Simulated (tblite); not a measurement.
## C5H11N: molecular dynamics (part 2 of 3)

The same run, continued: C5H11N; GFN2-xTB Langevin dynamics, gas phase (tblite 0.8.0). 

Geometry of the input (Å):
```
C  2.2723  0.1287  0.0867
C  1.0778  -0.7718  0.3772
C  -0.2088  -0.2152  -0.2171
C  -0.8340  1.0178  0.4592
C  -2.1480  0.2278  0.4735
N  -1.4035  -0.9886  0.1440
H  2.1164  1.1189  0.5087
H  3.1784  -0.2914  0.5164
H  2.4192  0.2340  -0.9864
H  0.9429  -0.8840  1.4538
H  1.2511  -1.7659  -0.0401
H  -0.0812  -0.0687  -1.3002
H  -0.8309  1.9406  -0.1150
H  -0.4357  1.2006  1.4535
H  -2.8585  0.5579  -0.2936
H  -2.6674  0.1547  1.4315
H  -1.7971  -1.5833  -0.5754
```

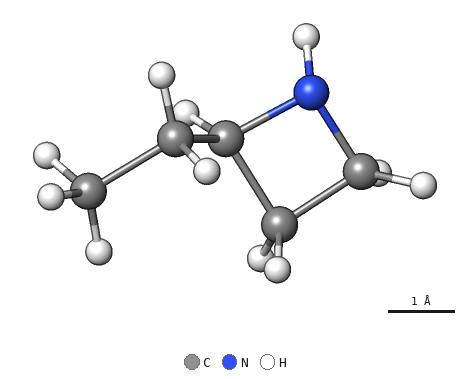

The geometry at step 21 of the log (ball-and-stick view, seen at a tilt).

Trajectory as extended XYZ, continued
```
17
Properties=species:S:1:pos:R:3:forces:R:3 step=13 time_fs=325.0 energy=-522.23928 temperature=339.5
C     1.8095   -0.0044   -0.1102    0.2588   0.6597  -2.2055
C     0.6924   -0.2536    0.8635    0.6104   0.0529   0.4520
C    -0.7002   -0.3683    0.2302   -0.4548  -0.1908  -0.3537
C    -1.2619    0.9463   -0.3338   -1.5887  -0.7358   0.5929
C    -2.2084    0.9925    0.8986    1.6127  -0.5891   0.2864
N    -1.7199   -0.3795    1.3085    0.0004   1.5398   0.1239
H     1.6427    0.9254   -0.6930    0.2815  -0.0135   0.6959
H     2.8371   -0.0046    0.3032   -0.8571  -0.0026  -0.0544
H     1.7489   -0.7360   -0.9312    0.2930  -0.2781   0.4371
H     0.7961    0.5121    1.6752   -0.7896  -0.5577  -0.6672
H     0.9635   -1.2042    1.2818   -0.3054  -0.6318   0.6930
H    -0.8361   -1.1970   -0.5530    0.7013   0.6763   1.1687
H    -1.7913    0.7906   -1.2684   -0.0925   0.0584  -0.1259
H    -0.6783    1.8095   -0.3992    1.2438   0.9730  -0.1831
H    -3.2556    1.0336    0.7246   -0.8344   0.1802  -0.2189
H    -1.8991    1.8024    1.6102   -0.3062  -0.8273  -0.2990
H    -2.4761   -1.0467    1.3154    0.2268  -0.3136  -0.3421
17
Properties=species:S:1:pos:R:3:forces:R:3 step=14 time_fs=350.0 energy=-522.28632 temperature=352.7
C     1.8073    0.0368   -0.1637   -1.9010   0.0571  -2.3515
C     0.7520   -0.2282    0.8938    0.7750  -0.1035   0.6597
C    -0.6774   -0.3855    0.4178   -0.6546  -0.6012  -1.5509
C    -1.2807    0.8708   -0.3271   -0.4050  -1.0090   1.0644
C    -2.2569    0.9690    0.8782    1.2824  -0.9257   0.4846
N    -1.6044   -0.2568    1.5464   -1.0432   1.3614  -0.6110
H     1.4287    0.8908   -0.8100    0.3806  -1.0922   0.3619
H     2.6744    0.4025    0.2585    1.8232   0.4342   1.0032
H     2.0530   -0.8276   -0.8222   -0.3713   0.5695   0.5113
H     0.7711    0.6764    1.5150   -0.2910  -0.1521   0.1276
H     1.1045   -1.0498    1.5618   -0.5741   0.2627  -0.5384
H    -0.9286   -1.3143   -0.2174    0.9187   0.8636   0.7926
H    -1.7712    0.6390   -1.2865    0.3871   0.2098   0.4234
H    -0.6347    1.7321   -0.3737    0.1822   0.0496  -0.2971
H    -3.2975    0.8825    0.6306   -0.4731  -0.1339   0.0281
H    -2.0679    1.8787    1.4678   -0.2177  -0.4135   0.0468
H    -2.2155   -1.0711    1.6855    0.1818   0.6232  -0.1546
17
Properties=species:S:1:pos:R:3:forces:R:3 step=15 time_fs=375.0 energy=-522.25972 temperature=370.7
C     1.7648    0.0473   -0.2258   -0.4977  -0.0572   0.2333
C     0.7536   -0.0707    0.9688    2.2466  -1.9203  -0.5679
C    -0.6611   -0.4073    0.6281   -0.8423   0.8095  -1.6868
C    -1.3047    0.7273   -0.2524    1.1343   0.4055   0.5430
C    -2.2990    0.9814    0.8900    0.4577  -1.2769   0.9543
N    -1.5288   -0.0413    1.7195   -1.5233   0.6456   0.2988
H     1.4706    0.7673   -1.0163   -0.2106  -0.8506   0.3303
H     2.6862    0.4558    0.1518    0.4111   0.0440   0.3456
H     2.0073   -0.9670   -0.6048   -0.4454   0.8108  -0.1439
H     0.8278    0.7642    1.6198   -0.3146   1.0135   0.2047
H     1.1719   -0.9069    1.5750   -0.2603   0.2461  -0.1413
H    -0.8328   -1.4270    0.2363    0.3861   0.2522   0.0368
H    -1.7975    0.4631   -1.1850    0.3971   0.0467  -0.0173
H    -0.4981    1.5034   -0.3475   -1.2294  -0.3816  -0.3479
H    -3.3348    0.7024    0.6042    0.4828   0.0747   0.3554
H    -2.3011    1.9365    1.4374    0.0521  -0.2176  -0.4823
H    -2.0435   -0.8378    2.0857   -0.2442   0.3555   0.0851
17
Properties=species:S:1:pos:R:3:forces:R:3 step=16 time_fs=400.0 energy=-522.16662 temperature=280.8
C     1.6437   -0.0449   -0.2375    1.4922   0.6383   2.0058
C     0.7837    0.0190    1.0690    2.3525   0.6166  -0.6932
C    -0.6033   -0.2996    0.7658   -2.8676   1.7610  -0.4205
C    -1.4065    0.6609   -0.2394    1.5130   0.4223   0.8224
C    -2.3652    0.8914    0.8904   -0.6325   1.4198   1.5207
N    -1.5322    0.2047    1.8613    0.5833  -1.6637  -0.6060
H     1.2029    0.6393   -0.8780   -0.8912   1.0299  -1.5460
H     2.7161    0.3665   -0.1302   -1.4646  -1.0518   0.2798
H     1.6308   -1.0278   -0.6605    0.1971  -0.3892  -0.0841
H     0.8594    0.9858    1.5522   -0.1349   0.6118  -0.3764
H     1.1807   -0.6121    1.8276    0.3078  -1.1184   0.4747
H    -0.7526   -1.2927    0.4092   -0.0969  -1.0678   0.1721
H    -1.8725    0.1883   -1.0676   -0.0199  -0.4526  -0.7766
H    -0.8354    1.5614   -0.5589   -0.4333  -0.6462   0.2226
H    -3.3862    0.5251    0.7739   -0.0101  -0.2768  -0.2203
H    -2.4494    1.9099    1.3191   -0.1586   0.1182  -0.7491
H    -2.0229   -0.5270    2.3759    0.2639   0.0489  -0.0260
17
Properties=species:S:1:pos:R:3:forces:R:3 step=17 time_fs=425.0 energy=-522.16184 temperature=295.0
C     1.6048   -0.0666   -0.2033    0.6999   2.6807   1.2691
C     0.7851    0.1786    1.1068    1.8635   0.0044   0.2749
C    -0.6406   -0.1729    0.8754   -2.3550   0.9983  -0.3144
C    -1.4506    0.6316   -0.2099   -0.3410  -1.0239   0.0576
C    -2.5103    0.8817    0.8578    0.8195   2.3819   1.0209
N    -1.6452    0.3626    1.8817    1.8384  -1.3794   0.2553
H     1.2630    0.7435   -0.8604    0.2630  -0.4894  -0.3247
H     2.7342    0.1183   -0.0461   -1.8033  -0.6922  -0.1521
H     1.3454   -1.0123   -0.5835    0.1875  -0.9229  -0.5089
H     0.9802    1.2020    1.5295   -0.5129  -0.8237  -0.6255
H     1.1727   -0.5300    1.8437    0.0164   0.0670   0.2582
H    -0.7255   -1.2289    0.6220   -0.0594  -0.3477   0.3947
H    -1.7824    0.0914   -1.1140    0.2098   0.0319   0.5022
H    -0.9325    1.5085   -0.5088    0.2526   0.8016  -0.2143
H    -3.4865    0.4867    0.8922   -1.0771  -0.8404  -0.8023
H    -2.6178    1.9721    1.1406   -0.2081  -0.4627  -0.7149
H    -2.0372   -0.2776    2.5734    0.2063   0.0166  -0.3758
17
Properties=species:S:1:pos:R:3:forces:R:3 step=18 time_fs=450.0 energy=-522.05983 temperature=292.0
C     1.5625   -0.0832   -0.1172   -1.5728   0.8635  -1.5097
C     0.7033    0.2649    1.0852    2.4062  -0.5901   1.7717
C    -0.7170   -0.0979    0.9201   -1.7707  -0.6250   0.4777
C    -1.4806    0.6625   -0.1455   -0.4249  -0.2881  -1.9636
C    -2.6458    0.7891    0.8730   -0.0455   0.3947   0.1505
N    -1.6981    0.4525    1.9157    1.8475   0.4702  -0.3908
H     1.3982    0.7815   -0.8317    0.5995  -1.3215   0.2610
H     2.5713   -0.1671    0.1830    1.0044   0.1322  -0.0133
H     1.2468   -1.0387   -0.5719    0.1293   0.5509   0.0740
H     0.9088    1.3273    1.3199   -0.6265  -0.4577   0.0489
H     1.2083   -0.3372    1.9120   -1.0511   0.6549  -0.3282
H    -0.8403   -1.2029    0.7237    0.2429   0.5990   0.5081
H    -1.7405    0.0580   -1.0713    0.1592   0.6202   0.9514
H    -0.8308    1.4856   -0.5125   -1.2142   0.1474   0.5338
H    -3.3460   -0.0456    0.8308   -0.3897  -0.0692  -0.8945
H    -3.2711    1.7068    1.0694    0.9930  -0.4770  -0.4038
H    -2.0101   -0.1617    2.6272   -0.2867  -0.6043   0.7269
17
Properties=species:S:1:pos:R:3:forces:R:3 step=19 time_fs=475.0 energy=-521.97626 temperature=286.1
C     1.5260   -0.0771   -0.0449   -3.3531  -1.2569  -1.1627
C     0.7088    0.3164    1.1995    1.1659  -0.9179  -0.4328
C    -0.7474   -0.0673    0.9650   -0.6887  -0.1878   0.0327
C    -1.5618    0.6677   -0.1352    0.3222  -0.3059   0.7547
C    -2.7451    0.6850    0.8828    1.8283  -0.1388   0.3470
N    -1.7259    0.4216    1.9258    0.7473   0.2202   1.3153
H     1.2457    0.6076   -0.8797    0.7399  -0.6373   0.5491
H     2.5210   -0.1821    0.1855    2.1929   0.3905   0.0999
H     1.1825   -1.1320   -0.3357    0.4022   1.2869   0.0888
H     0.8545    1.3708    1.3053   -0.4286   0.7305   0.3390
H     1.2788   -0.1614    2.0366   -1.2513   0.1003  -0.1847
H    -0.9075   -1.1705    0.7846    0.6672   0.5163   0.2070
H    -1.6082    0.1278   -1.0511   -0.5443  -0.4800  -0.6622
H    -1.1094    1.6289   -0.3633   -0.4415   0.2766   0.3175
H    -3.4423   -0.1039    0.9697   -0.8534  -1.1975  -1.0766
H    -3.3178    1.5920    0.9254    0.1389   0.7692   0.4036
H    -1.8407   -0.2258    2.7370   -0.6438   0.8317  -0.9358
17
Properties=species:S:1:pos:R:3:forces:R:3 step=20 time_fs=500.0 energy=-522.04953 temperature=292.8
C     1.5057   -0.0315   -0.0383   -0.2226  -0.2446   2.1788
C     0.6336    0.4488    1.2134    1.5802  -0.2696  -2.0690
C    -0.7895   -0.0461    0.9980    0.2834  -0.2746  -0.8307
C    -1.6505    0.5971   -0.1502    2.0386  -0.2174   0.1268
C    -2.7029    0.7126    0.8649   -1.9421  -1.1489   2.0592
N    -1.7939    0.3089    1.9852    0.5968   2.5205  -1.6940
H     1.0056    0.3344   -0.9037    0.4352   0.3708  -0.6934
H     2.5876    0.1645    0.1167   -0.9161   0.5948  -0.4754
H     1.4550   -1.0995   -0.0190   -0.1825  -0.8194  -0.3343
H     0.7930    1.5281    1.1851   -0.7320  -0.0012   0.4615
H     1.1410    0.0288    2.0662   -0.3305  -0.0634   0.5809
H    -0.8200   -1.1529    0.8633    0.5801   0.2980  -0.1357
H    -1.8127   -0.0264   -1.0048   -0.1635  -0.4013  -0.3855
H    -1.3125    1.5739   -0.4868    0.2745  -0.0345   0.0346
H    -3.5442   -0.0024    0.8024    0.0627   0.2100  -0.3295
H    -3.1072    1.7130    0.8990   -0.2159   0.3289   0.7117
H    -1.9061   -0.4010    2.6494   -1.1462  -0.8481   0.7942
17
Properties=species:S:1:pos:R:3:forces:R:3 step=21 time_fs=525.0 energy=-522.02635 temperature=248.7
C     1.5327    0.0030    0.0658    0.2663   0.2061   1.6818
C     0.5791    0.5490    1.1708    0.4779   0.4452  -2.9455
C    -0.7669   -0.0846    0.9817   -1.5262   1.0999  -0.5247
C    -1.6267    0.6117   -0.1145    1.2218  -0.8118  -2.0818
C    -2.6972    0.8476    0.8867   -2.2886  -2.0636   0.3812
N    -1.8317    0.3038    1.9265    0.5083  -0.5518   1.8640
H     1.1024    0.0399   -0.8885   -0.5081   0.5746  -1.2467
H     2.5090    0.4762    0.1162   -0.1356   0.3620  -0.1946
H     1.7235   -1.0231    0.2437    0.1277  -1.2278   0.3361
H     0.6259    1.6347    1.0585   -0.6368  -0.0346   0.1898
H     0.9264    0.2920    2.0904    1.2006  -0.6401   2.6709
H    -0.6938   -1.1713    0.9715    0.2733  -0.1083  -0.5819
H    -1.9404   -0.1139   -0.9326    0.4669   1.1685   0.6047
H    -1.1512    1.5212   -0.5140   -0.1639  -0.5197  -0.0762
H    -3.5315    0.0982    0.6045    0.4090   1.0574   0.6313
H    -3.1908    1.8272    1.0581    0.7556  -0.4871   0.0593
H    -2.0766   -0.5324    2.5210   -0.4483   1.5310  -0.7678
17
Properties=species:S:1:pos:R:3:forces:R:3 step=22 time_fs=550.0 energy=-522.10181 temperature=374.7
C     1.4994    0.0207    0.1244   -0.4611  -3.3723  -0.6573
C     0.5283    0.4822    1.1618    0.3158   0.4446   0.8134
C    -0.8188   -0.1344    0.9605   -1.9845   3.0733   0.5760
C    -1.5850    0.6163   -0.1866   -0.9333  -0.0866   1.3823
C    -2.6663    0.9208    0.9052   -1.4564   1.5899  -1.6724
N    -1.8607    0.4772    1.9774    2.9158  -1.0412  -1.1152
H     1.0149   -0.0304   -0.8727    0.1361   0.2456   0.5282
H     2.3577    0.6135    0.0305    1.1325   0.6339   0.1386
H     1.7826   -1.0836    0.3368   -0.0797   1.6552  -0.2872
H     0.4857    1.5617    1.0522   -0.4850   0.2695   0.1125
H     0.8173    0.3262    2.2064    0.4247  -0.3039  -0.1911
H    -0.8767   -1.1878    0.9256    0.2008  -1.0330  -0.0782
H    -1.9018    0.0032   -1.0419    0.1755   0.5138   0.2778
H    -1.1236    1.5807   -0.4107    0.1457  -0.6104  -0.5432
H    -3.6412    0.4436    0.7225    0.1686  -0.4079   0.1337
H    -2.9487    2.0215    1.0254    0.5131  -0.9300  -0.1840
H    -2.2094   -0.2533    2.5435   -0.7286  -0.6406   0.7662
17
Properties=species:S:1:pos:R:3:forces:R:3 step=23 time_fs=575.0 energy=-521.94530 temperature=279.0
C     1.5143   -0.0226    0.1746    0.9118  -0.6221  -0.6853
C     0.5695    0.3859    1.2967    0.4871  -1.9345   1.1083
C    -0.8542   -0.0690    0.9894   -1.0305   2.1424   0.7326
C    -1.6549    0.5435   -0.2283   -0.2012   1.0596   4.4746
C    -2.6859    1.0224    0.8888   -0.1196   1.1999  -1.3881
N    -1.8427    0.5793    1.9507    1.4757  -1.5422   0.5491
H     1.1072   -0.0238   -0.8400   -0.6315   0.2028   0.2562
H     2.3445    0.7048    0.0820   -0.0476  -0.8296   0.4590
H     1.8452   -1.1058    0.3008    0.0244   1.5418   0.0771
H     0.6431    1.4159    1.5957   -0.2485   0.4553  -0.3868
H     0.9263   -0.1952    2.2452   -0.6731   0.8477  -1.3131
H    -0.9178   -1.1252    0.9069    0.0691  -1.1022   0.3129
H    -2.0038   -0.2253   -0.7955   -0.9877  -1.5803  -1.8912
H    -1.1731    1.3315   -0.7061    0.6585   1.0494  -0.9152
H    -3.6723    0.6226    0.8097   -0.7442  -1.1411  -0.1367
H    -2.9520    2.1234    0.9282    0.9680  -0.5584  -0.0062
H    -2.1862   -0.0351    2.7318    0.0893   0.8116  -1.2471
17
Properties=species:S:1:pos:R:3:forces:R:3 step=24 time_fs=600.0 energy=-522.24590 temperature=405.8
C     1.5253   -0.0043    0.2617   -0.4470   2.6833  -0.3192
C     0.5135    0.2947    1.3874    0.5448  -0.5313   0.2801
C    -0.9299   -0.0940    1.1114   -0.7860   0.7753  -0.3405
C    -1.6447    0.4786   -0.1581   -0.2783  -0.4219   1.3678
C    -2.6915    1.1054    0.7889   -0.1621  -1.3973   0.0293
N    -1.8892    0.7015    1.9673    0.6651  -0.4588  -0.7846
H     1.1602    0.1454   -0.7423   -0.8434   0.0014  -0.3026
H     2.2302    0.8322    0.3433    0.5269  -0.5673   0.0966
H     2.0124   -0.9237    0.2187    0.6082  -1.4232   0.6621
H     0.5462    1.3706    1.6356   -0.0958  -0.5082  -0.1565
H     0.8925   -0.2750    2.2689   -0.4732   0.4918  -0.3152
H    -1.0201   -1.1836    1.0685   -0.1815  -0.0572   0.6077
H    -2.0521   -0.3151   -0.7706    0.1282   0.1568  -0.4166
H    -1.0338    1.1820   -0.6635    0.2433   0.5083  -0.6784
H    -3.6918    0.6418    0.7529    0.2363  -0.4198  -0.0858
H    -2.9270    2.1350    0.6377    0.5348   1.0406   0.3407
H    -2.3583    0.1367    2.6632   -0.2203   0.1275   0.0150
17
Properties=species:S:1:pos:R:3:forces:R:3 step=25 time_fs=625.0 energy=-522.14265 temperature=370.0
C     1.4516   -0.0219    0.3918   -1.1002   2.0504  -0.7969
C     0.3741    0.2180    1.4777    0.6463   0.3798  -1.0536
C    -1.0703   -0.1524    1.2219    0.1078  -0.4111  -1.4693
C    -1.5915    0.4583   -0.1082   -0.3639  -1.1162  -1.0559
C    -2.6269    1.1865    0.7339   -0.6762  -1.8114   0.3050
N    -1.9038    0.7874    1.9400   -0.5970  -0.0557   0.9845
H     1.0716    0.1375   -0.6324   -0.1382   0.1184   0.4288
H     2.2357    0.7188    0.5320    0.0526   0.0844   0.0818
H     1.9264   -0.9402    0.3427    0.4871  -1.9784   0.5132
H     0.3300    1.2925    1.6977    0.1586  -0.1574  -0.1306
H     0.7125   -0.2666    2.3386    0.4934  -0.7495   1.5624
H    -1.3138   -1.2405    1.3036    0.2352   0.5920   0.1891
H    -1.9746   -0.2485   -0.9541    0.7556   1.2002   1.4863
H    -0.8803    1.1993   -0.4778   -0.1061  -0.4114  -0.3375
H    -3.6600    0.8150    0.6569    0.1022  -0.1777  -0.0016
H    -2.6378    2.2011    0.5096   -0.0888   2.0402   0.1604
H    -2.3873    0.4300    2.7813    0.0316   0.4032  -0.8663
17
Properties=species:S:1:pos:R:3:forces:R:3 step=26 time_fs=650.0 energy=-522.02968 temperature=414.0
C     1.3632   -0.2051    0.5583   -0.5130  -2.3353  -0.3207
C     0.3297    0.2087    1.6347    1.2776  -1.0999  -0.6922
C    -1.1010   -0.0727    1.2622   -0.6374  -1.4040  -1.4645
C    -1.6106    0.4734   -0.1175   -0.3244  -1.1984  -0.5300
C    -2.6171    1.2803    0.7132   -0.1338  -0.2549  -0.0965
N    -1.9591    0.8426    1.9586   -1.9166  -0.0180   1.2463
H     0.9131    0.0000   -0.4120    0.4380   0.2082  -0.0504
H     2.3962    0.1559    0.6020   -0.6566   0.3240   0.3485
H     1.4682   -1.3739    0.5640   -0.2257   1.8800   0.1448
H     0.3584    1.2385    1.8799    0.2197   1.1942  -0.1654
H     0.6043   -0.2974    2.5344   -0.0133  -0.5355   0.7974
H    -1.5104   -1.1371    1.3254    1.1818   0.6976   0.2309
H    -2.1614   -0.3520   -0.7421    1.2580   1.4927   0.8348
H    -0.8911    1.0249   -0.7428   -0.4540  -0.2450   0.3539
H    -3.6111    0.8470    0.4746    0.1142   0.7264   0.5973
H    -2.5664    2.3765    0.6265   -0.3112  -0.3861  -0.0934
H    -2.5605    0.3724    2.6971    0.6969   0.9541  -1.1410
17
Properties=species:S:1:pos:R:3:forces:R:3 step=27 time_fs=675.0 energy=-522.17133 temperature=377.1
C     1.2828   -0.4855    0.7243   -0.0444  -3.0688   1.3208
C     0.3309    0.2359    1.6685    0.7539  -1.1584   0.7674
C    -1.0869    0.0031    1.2714   -2.1163   0.3138  -0.9047
C    -1.6919    0.4979   -0.0673    0.6293   1.8889   0.1067
C    -2.7345    1.3434    0.7436    1.5215   0.3976  -0.2130
N    -2.0309    0.8933    1.9689   -0.3492   0.5344   0.2191
H     1.0708   -0.1513   -0.2338    0.0458   0.7333  -1.7798
H     2.3686   -0.4756    0.9393   -0.8007   0.4258   0.1040
H     1.0033   -1.6243    0.6925    0.4468   1.7506   0.2171
H     0.5757    1.2677    1.6770   -0.0151   1.0734  -0.0994
H     0.4028   -0.1112    2.7208    0.2469   0.0202  -0.4749
H    -1.4380   -1.0305    1.3366    0.6552  -0.4335   0.4293
H    -2.0811   -0.2492   -0.6862   -0.7955  -1.2501  -0.6603
H    -1.0387    1.0830   -0.7269    0.0181   0.1769   0.4085
H    -3.7977    1.0351    0.6274    0.7346   0.4024   0.0802
H    -2.5550    2.4884    0.6231   -0.7129  -1.7759   0.1126
H    -2.6155    0.4193    2.6338   -0.2182  -0.0307   0.3662
17
Properties=species:S:1:pos:R:3:forces:R:3 step=28 time_fs=700.0 energy=-522.10338 temperature=328.8
C     1.2227   -0.7054    0.8163    0.8753   1.2309  -0.5432
C     0.2547    0.2515    1.5285    0.3855  -0.4437  -0.2960
C    -1.2154   -0.0147    1.3080   -0.2201   1.0247  -1.6526
C    -1.7100    0.5984   -0.0397    0.4653   1.9688   1.4934
C    -2.7942    1.2990    0.8130    0.9503   1.2383  -0.2094
N    -2.1000    0.9042    2.0312   -0.7429  -0.1858   0.9009
H     1.5777   -0.2739   -0.1652   -0.4685  -0.4611   0.9783
H     2.0705   -0.7626    1.4777    0.6478  -0.0649  -0.0427
H     0.9305   -1.7037    0.6362   -0.8504  -0.8620  -0.0876
H     0.5762    1.2228    1.1546   -0.5681   0.2996   0.3231
H     0.4225    0.2262    2.5914    0.1646  -0.0561   0.4978
H    -1.4899   -1.0429    1.3588    0.0202  -1.0250   0.3486
H    -1.9728    0.1106   -0.9090   -1.1884  -2.0033  -1.1403
H    -0.9919    1.2855   -0.4720    0.4354   0.6444   0.5203
H    -3.7367    0.8241    0.7154   -1.1355  -0.2902  -0.2948
H    -2.9089    2.4267    0.7719    0.1148  -1.1049  -0.2892
H    -2.7796    0.5230    2.7271    1.1146   0.0903  -0.5064
```
